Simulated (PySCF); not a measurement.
# WHOH: quintet, from a bent start

Where does quintet WHOH go from a bent start, is the end point a minimum, and what are its modes, charges and moments?

Method: PBE0, basis W def2-TZVP with ECP60, H def2-TZVP, O def2-TZVP, scalar-relativistic core potentials, no spin–orbit coupling, density fitting; program: PySCF 2.14.0.

## 1. Where the work starts

4 atoms, charge 0, spin multiplicity 5.

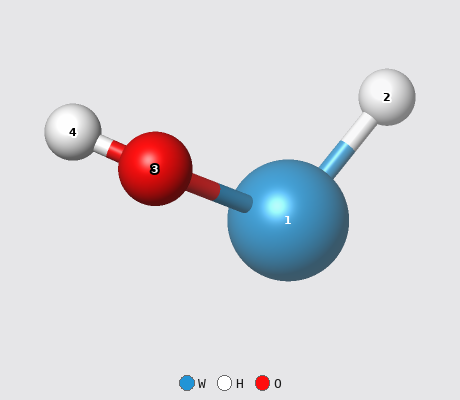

As it starts; tungsten blue, hydrogen white, oxygen red; atoms are numbered from 1 in the order of the file.

Z-matrix (Å, degrees; charge 0 multiplicity 5):
```
W
H  1 1.6900
O  1 2.0000 2 110.00
H  3 0.9600 1 130.00 2 90.00
```

## 2. Finding the electronic state

The steps below are one call of a driver around PySCF. For each, scf.py gives the equivalent set-up of the SCF; relaxations use the driver's own optimiser. After this first run the driver tries any further starts and a stability analysis.

scf.py

```python
from pyscf import gto, scf, dft
mol = gto.M(atom='''
W      0.000000     0.000000     0.000000
H      1.384400     0.000000     0.969300
O     -1.638300     0.000000     1.147200
H     -2.143800     0.735400     1.501100''',
    basis={'W': 'def2-TZVP', 'H': 'def2-TZVP', 'O': 'def2-TZVP'},
    ecp={'W': 'def2-TZVP'},
    charge=0, spin=4)
mf = dft.UKS(mol, xc='PBE0')
mf.grids.atom_grid = (50, 194)
aux = {'W': 'def2-universal-JKFIT', 'H': 'def2-universal-JKFIT', 'O': 'def2-universal-JKFIT'}
mf = mf.density_fit(auxbasis=aux)
mf.conv_tol = 1e-08
mf.diis_space = 10
mf.max_cycle = 60
mf.init_guess = 'minao'
mf.verbose = 4
mf.kernel()
```

On the command line:

```sh
$ OMP_NUM_THREADS=2 python axn.py task.json out
```

The runs that follow: Bent start, quintet: relaxation; Hessian and properties.

**Question.** What will these runs give? Wanted: minimum; geometry; wavenumbers; dipole moment; highest occupied, lowest empty level; polar-tensor charge of W1; zero-point energy; atomisation energy; ⟨S²⟩.

As calculated:

| quantity | value |
| --- | --- |
| minimum | quintet, C1 |
| geometry | O–H 0.963 Å, W–H 1.734 Å, W–O 1.895 Å; H–O–W 120.9°, H–W–O 123.4° |
| wavenumbers (cm⁻¹) | 380 (a), 489 (a), 685 (a), 704 (a), 1911 (a), 3825 (a) |
| dipole moment | 1.47 D |
| highest occupied, lowest empty level (either spin) | -5.70, -1.84 eV |
| polar-tensor charge of W1 | +0.76 e |
| zero-point energy | 47.8 kJ/mol |
| entropy at 298.15 K | 285.1 J/(mol K) |
| atomisation energy (no zero-point energy) | 1189 kJ/mol |
| ⟨S²⟩ | 6.017 |

What this shows: The bent start ends in a minimum without symmetry. In the infrared the band at 685 cm⁻¹ (a) leads. Most of the spin sits on W1 (Mulliken spin 4.13, against 4 for the whole molecule). Only this shape and spin were tried, so other structures or states may lie lower. One determinant may miss the lowest occupation of an open d or f shell. Spin–orbit coupling, left out here, can matter for elements this heavy.
